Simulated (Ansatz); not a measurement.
# C2H7BrSi: one species, many methods, part 1 of 2

How much do the methods differ for C2H7BrSi? The plan is to run it at one geometry with functionals of several rungs and with coupled cluster, and see how far each lands from CCSD(T) at the basis-set limit for the atomisation energy.

Program: Ansatz 0.2.0, Gaussian basis. Level of theory: functionals in def2-TZVPP, the program's frozen cores in correlated methods. These are calculated values, not measurements.

Plan: LDA (SPW92), PBE-D4, revPBE-D4, BLYP-D4, r2SCAN-D4, B97M-V, PBE0-D4, B3LYP-D4, r2SCANh-D4, r2SCAN0-D4, HSE06-D4, BHLYP-D4, CAM-B3LYP-D4, LC-ωPBE, ωB97X-V, ωB97M-V, B2PLYP, PBE-QIDH; CCSD(T)/def2-SVP; CCSD(T)/def2-TZVPP; MP2/def2-QZVPP; extrapolation to the limit; RPA on PBE.

### 1 The relaxed structure

The geometry comes from an earlier relaxation with PBE0-D4 in a triple-zeta def2 set; it is a stationary point, not always the lowest conformer.

11 atoms, charge 0, spin multiplicity 1.

Atoms are counted from 1 here; the program's logs count them from 0.

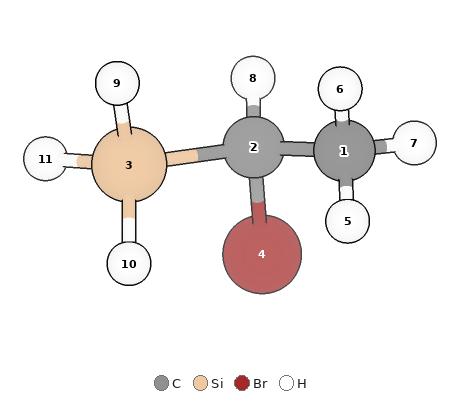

The structure; carbon grey, silicon light orange, bromine red, hydrogen white; atoms are numbered from 1 in the order of the file.

### 2 LDA

This LDA is Slater exchange with PW92 correlation.

in.yaml

```yaml
crystal:
  periodic: [false, false, false]
  atoms:
    - {symbol: C, position_ang: [-0.597208, 1.257714, -0.297342]}
    - {symbol: C, position_ang: [-0.557830, -0.252275, -0.214063]}
    - {symbol: Si, position_ang: [0.975916, -0.954151, 0.631173]}
    - {symbol: Br, position_ang: [-0.599654, -1.034442, -2.016301]}
    - {symbol: H, position_ang: [0.281124, 1.650787, -0.813133]}
    - {symbol: H, position_ang: [-0.614155, 1.677959, 0.713513]}
    - {symbol: H, position_ang: [-1.486664, 1.606181, -0.826009]}
    - {symbol: H, position_ang: [-1.460915, -0.639237, 0.260555]}
    - {symbol: H, position_ang: [1.038375, -0.422290, 2.022165]}
    - {symbol: H, position_ang: [2.180993, -0.512517, -0.113997]}
    - {symbol: H, position_ang: [0.905319, -2.434628, 0.674039]}
basis:
  gaussian: {orbitals: def2-TZVPP}
hamiltonian: {xc: lda}
output: {orbitals: {seedname: orbitals}}
```

On the command line:

```
$ ansatz run in.yaml --threads 4 --pin off --events-out ev --progress --plain --max-ram 10444MiB
```

The program printed:

```text
Functional definition: SPW92
  name "SPW92"
  cite "Dirac, Proc. Camb. Phil. Soc. 26, 376 (1930) doi:10.1017/S0305004100016108"
  cite "Slater, Phys. Rev. 81, 385 (1951) doi:10.1103/PhysRev.81.385"
  cite "Perdew & Wang, Phys. Rev. B 45, 13244 (1992) doi:10.1103/PhysRevB.45.13244"
  exchange = slater_x
  correlation = pw_c
1437 factors; their error is unknown
mean field evaluation 1: about -79949.9707 eV, gradient 7.7e1 eV
mean field evaluation 2: about -79910.4661 eV, gradient 1.4e2 eV
mean field evaluation 4: about -79963.3108 eV, gradient 1.3e1 eV
mean field evaluation 8: about -79963.6878 eV, gradient 1.9e-1 eV
mean field evaluation 16: about -79963.6335 eV, gradient 6.1e-4 eV
mean field -79963.63353162 eV, -2938.6093309893 hartree, gradient 4.4e-5 eV, S^2 0.000000; 0 other end points of the search recorded, 0 dependent functions left out
reference -79963.63357232 eV, -2938.6093324852 hartree; 34, 34 occupied and 216, 216 virtual orbitals, 1437 factors
Total energy: -79963.63357232 eV, -2938.6093324852 hartree
```

It took 1 s on 4 threads of Intel Xeon Platinum 8488C, shared host; peak memory 0.35 GiB.

With the free atoms at this level, -79920.308 eV in sum, the atomisation energy is 4180.2 kJ/mol. HOMO -6.61 eV, LUMO -1.56 eV.

### 3 PBE-D4 (GGA)

Changes to in.yaml since step 2:

```diff
@@ -16,3 +16,3 @@
   gaussian: {orbitals: def2-TZVPP}
-hamiltonian: {xc: lda}
-output: {orbitals: {seedname: orbitals}}
+hamiltonian: {xc: pbe, dispersion: d4}
+output: {forces: true, orbitals: {seedname: orbitals}}
```

Launched as before.

The program printed (excerpt; [...] marks lines left out):

```text
Functional definition: PBE
  name "PBE"
  cite "Perdew, Burke & Ernzerhof, Phys. Rev. Lett. 77, 3865 (1996) doi:10.1103/PhysRevLett.77.3865"
  parent pbe
[...]
1437 factors; their error is unknown
[...]
mean field -80095.37430026 eV, -2943.4507149398 hartree, gradient 1.6e-5 eV, S^2 0.000000; 0 other end points of the search recorded, 0 dependent functions left out
[...]
reference -80095.37434402 eV, -2943.4507165479 hartree; 34, 34 occupied and 216, 216 virtual orbitals, 1437 factors
Total energy: -80095.62662064 eV, -2943.4599875428 hartree
Atom 0 at    -0.597208     1.257714    -0.297342 Å, force     0.002293    -0.004309     0.011288 eV/Å
Atom 1 at    -0.557830    -0.252275    -0.214063 Å, force     0.043831     0.060334     0.128402 eV/Å
Atom 2 at     0.975916    -0.954151     0.631173 Å, force     0.020022    -0.021826     0.023322 eV/Å
Atom 3 at    -0.599654    -1.034442    -2.016301 Å, force    -0.012825    -0.160673    -0.341825 eV/Å
Atom 4 at     0.281124     1.650787    -0.813133 Å, force     0.170609     0.088124    -0.098473 eV/Å
Atom 5 at    -0.614155     1.677959     0.713513 Å, force    -0.003945     0.094709     0.196380 eV/Å
Atom 6 at    -1.486664     1.606181    -0.826009 Å, force    -0.178499     0.081421    -0.103970 eV/Å
Atom 7 at    -1.460915    -0.639237     0.260555 Å, force    -0.182368    -0.080286     0.103620 eV/Å
Atom 8 at     1.038375    -0.422290     2.022165 Å, force     0.014574     0.051939     0.147324 eV/Å
Atom 9 at     2.180993    -0.512517    -0.113997 Å, force     0.125502     0.044496    -0.074402 eV/Å
Atom 10 at     0.905319    -2.434628     0.674039 Å, force     0.000807    -0.153930     0.008335 eV/Å
Dipole moment:    -0.080424     0.218897     0.280142 e Å
```

Run time: 2 s. Hardware: 4 threads of Intel Xeon Platinum 8488C, shared host; peak memory 0.36 GiB.

Atomisation energy: 3746.9 kJ/mol (free atoms -80056.793 eV, run apart). HOMO -6.48 eV, LUMO -1.34 eV.

### 4 revPBE-D4 (GGA)

Changes to in.yaml since step 3:

```diff
@@ -16,3 +16,3 @@
   gaussian: {orbitals: def2-TZVPP}
-hamiltonian: {xc: pbe, dispersion: d4}
-output: {forces: true, orbitals: {seedname: orbitals}}
+hamiltonian: {xc: {name: revPBE}, dispersion: d4}
+output: {orbitals: {seedname: orbitals}}
```

The command is unchanged.

The program printed:

```text
Functional definition: revPBE
  name "revPBE"
  cite "Zhang & Yang, Phys. Rev. Lett. 80, 890 (1998) doi:10.1103/PhysRevLett.80.890"
  cite "Perdew, Burke & Ernzerhof, Phys. Rev. Lett. 77, 3865 (1996) doi:10.1103/PhysRevLett.77.3865"
  parameter kappa = 1.245
  parameter beta = 0.06672455060314922
  exchange = pbe_x(kappa = kappa, mu = beta*pi^2/3)
  correlation = pbe_c(beta = beta)
1437 factors; their error is unknown
mean field evaluation 1: about -80092.9248 eV, gradient 7.1e1 eV
mean field evaluation 2: about -80060.5022 eV, gradient 1.2e2 eV
mean field evaluation 4: about -80104.6518 eV, gradient 1.1e1 eV
mean field evaluation 8: about -80104.9184 eV, gradient 1.8e-1 eV
mean field evaluation 16: about -80104.8629 eV, gradient 5.4e-4 eV
mean field -80104.86285980 eV, -2943.7994130716 hartree, gradient 4.1e-5 eV, S^2 0.000000; 0 other end points of the search recorded, 0 dependent functions left out
reference -80104.86291459 eV, -2943.7994150850 hartree; 34, 34 occupied and 216, 216 virtual orbitals, 1437 factors
Total energy: -80105.60946537 eV, -2943.8268503201 hartree
```

It took 1.5 s on 4 threads of Intel Xeon Platinum 8488C, shared host; peak memory 0.36 GiB.

With the free atoms at this level, -80067.482 eV in sum, the atomisation energy is 3678.8 kJ/mol. HOMO -6.43 eV, LUMO -1.25 eV.

### 5 BLYP-D4 (GGA)

Changes to in.yaml since step 4:

```diff
@@ -16,3 +16,3 @@
   gaussian: {orbitals: def2-TZVPP}
-hamiltonian: {xc: {name: revPBE}, dispersion: d4}
+hamiltonian: {xc: {name: BLYP}, dispersion: d4}
 output: {orbitals: {seedname: orbitals}}
```

Same command.

The program printed:

```text
Functional definition: BLYP
  name "BLYP"
  cite "Becke, Phys. Rev. A 38, 3098 (1988) doi:10.1103/PhysRevA.38.3098"
  cite "Lee, Yang & Parr, Phys. Rev. B 37, 785 (1988) doi:10.1103/PhysRevB.37.785"
  parameter beta = 0.0042
  parameter a = 0.04918
  parameter b = 0.132
  parameter c = 0.2533
  parameter d = 0.349
  exchange = b88_x(beta = beta)
  correlation = lyp_c(a = a, b = b, c = c, d = d)
1437 factors; their error is unknown
mean field evaluation 1: about -80098.5160 eV, gradient 7.7e1 eV
mean field evaluation 2: about -80057.9612 eV, gradient 1.4e2 eV
mean field evaluation 4: about -80112.0461 eV, gradient 1.2e1 eV
mean field evaluation 8: about -80112.4104 eV, gradient 2.0e-1 eV
mean field evaluation 16: about -80112.3531 eV, gradient 5.5e-4 eV
mean field -80112.35305378 eV, -2944.0746726231 hartree, gradient 4.4e-5 eV, S^2 0.000000; 0 other end points of the search recorded, 0 dependent functions left out
reference -80112.35343573 eV, -2944.0746866594 hartree; 34, 34 occupied and 216, 216 virtual orbitals, 1437 factors
Total energy: -80112.90832024 eV, -2944.0950782894 hartree
```

Run time: 1.7 s. Hardware: 4 threads of Intel Xeon Platinum 8488C, shared host; peak memory 0.36 GiB.

With the free atoms at this level, -80074.737 eV in sum, the atomisation energy is 3682.9 kJ/mol. HOMO -6.33 eV, LUMO -1.22 eV.

### 6 r2SCAN-D4 (meta-GGA)

Changes to in.yaml since step 5:

```diff
@@ -16,3 +16,3 @@
   gaussian: {orbitals: def2-TZVPP}
-hamiltonian: {xc: {name: BLYP}, dispersion: d4}
-output: {orbitals: {seedname: orbitals}}
+hamiltonian: {xc: r2scan, dispersion: d4}
+output: {forces: true, orbitals: {seedname: orbitals}}
```

Same command.

The program printed (excerpt; [...] marks lines left out):

```text
Functional definition: r2SCAN
  name "r2SCAN"
  cite "Furness, Kaplan, Ning, Perdew & Sun, J. Phys. Chem. Lett. 11, 8208 (2020) doi:10.1021/acs.jpclett.0c02405"
  cite "Furness, Kaplan, Ning, Perdew & Sun, J. Phys. Chem. Lett. 11, 9248 (2020) doi:10.1021/acs.jpclett.0c03077"
  parent r2scan
[...]
1437 factors; their error is unknown
[...]
mean field -80110.73608202 eV, -2944.0152500069 hartree, gradient 4.6e-5 eV, S^2 0.000000; 0 other end points of the search recorded, 0 dependent functions left out
[...]
reference -80110.73609476 eV, -2944.0152504751 hartree; 34, 34 occupied and 216, 216 virtual orbitals, 1437 factors
Total energy: -80110.79609125 eV, -2944.0174553054 hartree
Atom 0 at    -0.597208     1.257714    -0.297342 Å, force    -0.008525     0.131253    -0.021074 eV/Å
Atom 1 at    -0.557830    -0.252275    -0.214063 Å, force     0.009212    -0.000858     0.282636 eV/Å
Atom 2 at     0.975916    -0.954151     0.631173 Å, force     0.048541    -0.026672     0.024659 eV/Å
Atom 3 at    -0.599654    -1.034442    -2.016301 Å, force    -0.015275    -0.113672    -0.275612 eV/Å
Atom 4 at     0.281124     1.650787    -0.813133 Å, force    -0.013510    -0.007774     0.008099 eV/Å
Atom 5 at    -0.614155     1.677959     0.713513 Å, force    -0.000380    -0.010683    -0.008675 eV/Å
Atom 6 at    -1.486664     1.606181    -0.826009 Å, force     0.012387     0.000755     0.008316 eV/Å
Atom 7 at    -1.460915    -0.639237     0.260555 Å, force    -0.007454     0.008853    -0.009637 eV/Å
Atom 8 at     1.038375    -0.422290     2.022165 Å, force    -0.002306    -0.007170    -0.025246 eV/Å
Atom 9 at     2.180993    -0.512517    -0.113997 Å, force    -0.028071    -0.007991     0.015969 eV/Å
Atom 10 at     0.905319    -2.434628     0.674039 Å, force     0.005382     0.033958     0.000565 eV/Å
Dipole moment:    -0.076143     0.230913     0.307980 e Å
```

Run time: 3.8 s. Hardware: 4 threads of Intel Xeon Platinum 8488C, shared host; peak memory 0.39 GiB.

Atomisation energy: 3723.7 kJ/mol (free atoms -80072.203 eV, run apart). HOMO -6.76 eV, LUMO -1.09 eV.

### 7 B97M-V (meta-GGA)

Changes to in.yaml since step 6:

```diff
@@ -16,3 +16,3 @@
   gaussian: {orbitals: def2-TZVPP}
-hamiltonian: {xc: r2scan, dispersion: d4}
-output: {forces: true, orbitals: {seedname: orbitals}}
+hamiltonian: {xc: {name: B97M-V}}
+output: {orbitals: {seedname: orbitals}}
```

Launched as before.

The program printed (excerpt; [...] marks lines left out):

```text
Functional definition: B97M-V
  name "B97M-V"
  cite "Mardirossian & Head-Gordon, J. Chem. Phys. 142, 074111 (2015) doi:10.1063/1.4907719"
  cite "Becke, J. Chem. Phys. 107, 8554 (1997) doi:10.1063/1.475007"
  cite "Vydrov & Van Voorhis, J. Chem. Phys. 133, 244103 (2010) doi:10.1063/1.3521275"
  # Of w^i u^j: cxij and so on, Table III.
[...]
  gx(w, u) = cx00 + cx01*u + cx02*u^2 + (cx10 + cx11*u)*w
  gss(w, u) = css00 + css02*u^2 + css10*w + (css32*w^3 + css42*w^4)*u^2
  gos(w, u) = cos00 + cos01*u + cos03*u^3 + cos10*w + cos32*w^3*u^2
[...]
      + integral(e_c_pw_mod_opposite_spin*gos(b97_w_opposite, b97_u_opposite)) + vv10(b, c)
1437 factors; their error is unknown
[...]
mean field -80098.74197996 eV, -2943.5744748863 hartree, gradient 1.8e-5 eV, S^2 0.000000; 0 other end points of the search recorded, 0 dependent functions left out
reference -80098.74204341 eV, -2943.5744772180 hartree; 34, 34 occupied and 216, 216 virtual orbitals, 1437 factors
Total energy: -80098.74204341 eV, -2943.5744772180 hartree
```

It took 6.5 s on 4 threads of Intel Xeon Platinum 8488C, shared host; peak memory 0.44 GiB.

Atomisation energy: 3720.2 kJ/mol (free atoms -80060.185 eV, run apart). HOMO -6.90 eV, LUMO -1.11 eV.

### 8 PBE0-D4 (hybrid)

Changes to in.yaml since step 7:

```diff
@@ -16,3 +16,3 @@
   gaussian: {orbitals: def2-TZVPP}
-hamiltonian: {xc: {name: B97M-V}}
+hamiltonian: {xc: pbe0, dispersion: d4}
 output: {orbitals: {seedname: orbitals}}
```

Its log isn't repeated here (it stands with the study of this molecule's fields); it ends on a total energy of -80099.309500 eV.

With the free atoms at this level, -80060.779 eV in sum, the atomisation energy is 3717.6 kJ/mol. HOMO -7.72 eV, LUMO -0.35 eV.

### 9 B3LYP-D4 (hybrid)

B3LYP here takes the VWN-RPA correlation.

Changes to in.yaml since step 8:

```diff
@@ -16,3 +16,3 @@
   gaussian: {orbitals: def2-TZVPP}
-hamiltonian: {xc: pbe0, dispersion: d4}
-output: {orbitals: {seedname: orbitals}}
+hamiltonian: {xc: {name: B3LYP}, dispersion: d4}
+output: {forces: true, orbitals: {seedname: orbitals}}
```

Same command.

The program printed (excerpt; [...] marks lines left out):

```text
Functional definition: B3LYP
  name "B3LYP"
  cite "Stephens, Devlin, Chabalowski & Frisch, J. Phys. Chem. 98, 11623 (1994) doi:10.1021/j100096a001"
  cite "Becke, Phys. Rev. A 38, 3098 (1988) doi:10.1103/PhysRevA.38.3098"
  cite "Lee, Yang & Parr, Phys. Rev. B 37, 785 (1988) doi:10.1103/PhysRevB.37.785"
  cite "Vosko, Wilk & Nusair, Can. J. Phys. 58, 1200 (1980) doi:10.1139/p80-159"
[...]
1477 factors; their error is unknown
[...]
mean field -80114.84352918 eV, -2944.1661959060 hartree, gradient 3.8e-5 eV, S^2 0.000000; 0 other end points of the search recorded, 0 dependent functions left out
[...]
reference -80114.84381187 eV, -2944.1662062947 hartree; 34, 34 occupied and 216, 216 virtual orbitals, 1477 factors
Total energy: -80115.25368531 eV, -2944.1812688659 hartree
Atom 0 at    -0.597208     1.257714    -0.297342 Å, force    -0.023572     0.222535     0.004698 eV/Å
Atom 1 at    -0.557830    -0.252275    -0.214063 Å, force    -0.067330    -0.056980     0.346323 eV/Å
Atom 2 at     0.975916    -0.954151     0.631173 Å, force     0.143807    -0.061618     0.120300 eV/Å
Atom 3 at    -0.599654    -1.034442    -2.016301 Å, force    -0.047304    -0.171151    -0.418218 eV/Å
Atom 4 at     0.281124     1.650787    -0.813133 Å, force    -0.052902    -0.007402     0.028280 eV/Å
Atom 5 at    -0.614155     1.677959     0.713513 Å, force    -0.003242    -0.005179    -0.054541 eV/Å
Atom 6 at    -1.486664     1.606181    -0.826009 Å, force     0.051391    -0.001321     0.032552 eV/Å
Atom 7 at    -1.460915    -0.639237     0.260555 Å, force     0.069689     0.046764    -0.029106 eV/Å
Atom 8 at     1.038375    -0.422290     2.022165 Å, force    -0.000173    -0.035148    -0.086214 eV/Å
Atom 9 at     2.180993    -0.512517    -0.113997 Å, force    -0.080055    -0.031948     0.055195 eV/Å
Atom 10 at     0.905319    -2.434628     0.674039 Å, force     0.009690     0.101448     0.000731 eV/Å
Dipole moment:    -0.071764     0.218843     0.302541 e Å
```

Wall time 4.3 s (4 threads of Intel Xeon Platinum 8488C, shared host); peak memory 0.79 GiB.

Atomisation energy: 3713.0 kJ/mol (free atoms -80076.772 eV, run apart). HOMO -7.48 eV, LUMO -0.60 eV.

### 10 r2SCANh-D4 (hybrid)

Changes to in.yaml since step 9:

```diff
@@ -16,3 +16,3 @@
   gaussian: {orbitals: def2-TZVPP}
-hamiltonian: {xc: {name: B3LYP}, dispersion: d4}
-output: {forces: true, orbitals: {seedname: orbitals}}
+hamiltonian: {xc: {name: r2SCANh}, dispersion: d4}
+output: {orbitals: {seedname: orbitals}}
```

The command is unchanged.

The program printed (excerpt; [...] marks lines left out):

```text
Functional definition: r2SCANh
  name "r2SCANh"
  cite "Bursch, Neugebauer, Ehlert & Grimme, J. Chem. Phys. 156, 134105 (2022) doi:10.1063/5.0086040"
  cite "Furness, Kaplan, Ning, Perdew & Sun, J. Phys. Chem. Lett. 11, 8208 (2020) doi:10.1021/acs.jpclett.0c02405"
  cite "Furness, Kaplan, Ning, Perdew & Sun, J. Phys. Chem. Lett. 11, 9248 (2020) doi:10.1021/acs.jpclett.0c03077"
  parent r2scan
[...]
1452 factors; their error is unknown
[...]
mean field -80110.61666775 eV, -2944.0108616137 hartree, gradient 2.3e-5 eV, S^2 0.000000; 0 other end points of the search recorded, 0 dependent functions left out
reference -80110.61667945 eV, -2944.0108620437 hartree; 34, 34 occupied and 216, 216 virtual orbitals, 1452 factors
Total energy: -80110.68092517 eV, -2944.0132230302 hartree
```

It took 5.5 s on 4 threads of Intel Xeon Platinum 8488C, shared host; peak memory 0.75 GiB.

With the free atoms at this level, -80072.218 eV in sum, the atomisation energy is 3711.2 kJ/mol. HOMO -7.21 eV, LUMO -0.74 eV.

### 11 r2SCAN0-D4 (hybrid)

Changes to in.yaml since step 10:

```diff
@@ -16,3 +16,3 @@
   gaussian: {orbitals: def2-TZVPP}
-hamiltonian: {xc: {name: r2SCANh}, dispersion: d4}
+hamiltonian: {xc: {name: r2SCAN0}, dispersion: d4}
 output: {orbitals: {seedname: orbitals}}
```

Same command.

The program printed (excerpt; [...] marks lines left out):

```text
Functional definition: r2SCAN0
  name "r2SCAN0"
  cite "Bursch, Neugebauer, Ehlert & Grimme, J. Chem. Phys. 156, 134105 (2022) doi:10.1063/5.0086040"
  cite "Furness, Kaplan, Ning, Perdew & Sun, J. Phys. Chem. Lett. 11, 8208 (2020) doi:10.1021/acs.jpclett.0c02405"
  cite "Furness, Kaplan, Ning, Perdew & Sun, J. Phys. Chem. Lett. 11, 9248 (2020) doi:10.1021/acs.jpclett.0c03077"
  parent r2scan
[...]
1477 factors; their error is unknown
[...]
mean field -80110.46760971 eV, -2944.0053838317 hartree, gradient 1.7e-5 eV, S^2 0.000000; 0 other end points of the search recorded, 0 dependent functions left out
reference -80110.46761986 eV, -2944.0053842046 hartree; 34, 34 occupied and 216, 216 virtual orbitals, 1477 factors
Total energy: -80110.53894336 eV, -2944.0080052949 hartree
```

Wall time 4 s (4 threads of Intel Xeon Platinum 8488C, shared host); peak memory 0.76 GiB.

Atomisation energy: 3693.8 kJ/mol (free atoms -80072.255 eV, run apart). HOMO -7.90 eV, LUMO -0.21 eV.

### 12 HSE06-D4 (hybrid)

HSE06 is the plane-wave form, built on full-range PBE exchange.

Changes to in.yaml since step 11:

```diff
@@ -16,3 +16,3 @@
   gaussian: {orbitals: def2-TZVPP}
-hamiltonian: {xc: {name: r2SCAN0}, dispersion: d4}
+hamiltonian: {xc: hse06, dispersion: d4}
 output: {orbitals: {seedname: orbitals}}
```

Same command.

The program printed (excerpt; [...] marks lines left out):

```text
Functional definition: HSE06
  name "HSE06"
  cite "Heyd, Scuseria & Ernzerhof, J. Chem. Phys. 118, 8207 (2003) doi:10.1063/1.1564060"
  cite "Krukau, Vydrov, Izmaylov & Scuseria, J. Chem. Phys. 125, 224106 (2006) doi:10.1063/1.2404663"
  cite "Heyd & Scuseria, J. Chem. Phys. 120, 7274 (2004) doi:10.1063/1.1668634"
  cite "Ernzerhof & Perdew, J. Chem. Phys. 109, 3313 (1998) doi:10.1063/1.476928"
  cite "Perdew, Burke & Ernzerhof, Phys. Rev. Lett. 77, 3865 (1996) doi:10.1103/PhysRevLett.77.3865"
  parent pbe
[...]
  # The whole range is PBE's own exchange, as in plane waves. The composition of these papers is wPBEh.
[...]
1477 factors; their error is unknown
118 factors; integrals over basis functions are off by at most 7.4e-7 eV
[...]
mean field -80098.89012526 eV, -2943.5799191255 hartree, gradient 6.1e-5 eV, S^2 0.000000; 0 other end points of the search recorded, 0 dependent functions left out
reference -80098.89016860 eV, -2943.5799207182 hartree; 34, 34 occupied and 216, 216 virtual orbitals, 1477 factors
Total energy: -80099.08962215 eV, -2943.5872505012 hartree
```

It took 3.1 s on 4 threads of Intel Xeon Platinum 8488C, shared host; peak memory 0.76 GiB.

With the free atoms at this level, -80060.539 eV in sum, the atomisation energy is 3719.6 kJ/mol. HOMO -7.32 eV, LUMO -0.74 eV.

### 13 BHLYP-D4 (hybrid)

Changes to in.yaml since step 12:

```diff
@@ -16,3 +16,3 @@
   gaussian: {orbitals: def2-TZVPP}
-hamiltonian: {xc: hse06, dispersion: d4}
+hamiltonian: {xc: {name: BHLYP}, dispersion: d4}
 output: {orbitals: {seedname: orbitals}}
```

The command is unchanged.

The program printed:

```text
Functional definition: BHLYP
  name "BHLYP"
  cite "Becke, J. Chem. Phys. 98, 1372 (1993) doi:10.1063/1.464304"
  cite "Becke, Phys. Rev. A 38, 3098 (1988) doi:10.1103/PhysRevA.38.3098"
  cite "Lee, Yang & Parr, Phys. Rev. B 37, 785 (1988) doi:10.1103/PhysRevB.37.785"
  parameter a = 0.5
  exchange = (1 - a)*b88_x + a*exact_x
  correlation = lyp_c
1620 factors; their error is unknown
mean field evaluation 1: about -80106.7266 eV, gradient 4.1e1 eV
mean field evaluation 2: about -80106.5921 eV, gradient 4.1e1 eV
mean field evaluation 4: about -80110.6890 eV, gradient 2.1e0 eV
mean field evaluation 8: about -80110.6970 eV, gradient 6.5e-2 eV
mean field evaluation 16: about -80111.6293 eV, gradient 6.6e-5 eV
mean field -80111.62927469 eV, -2944.0480742321 hartree, gradient 6.6e-5 eV, S^2 0.000000; 0 other end points of the search recorded, 0 dependent functions left out
reference -80111.62946514 eV, -2944.0480812311 hartree; 34, 34 occupied and 216, 216 virtual orbitals, 1620 factors
Total energy: -80111.95193079 eV, -2944.0599316251 hartree
```

It took 3.2 s on 4 threads of Intel Xeon Platinum 8488C, shared host; peak memory 0.75 GiB.

Atomisation energy: 3648.4 kJ/mol (free atoms -80074.138 eV, run apart). HOMO -8.83 eV, LUMO 0.65 eV.

(Continued in part 2 of 2.)
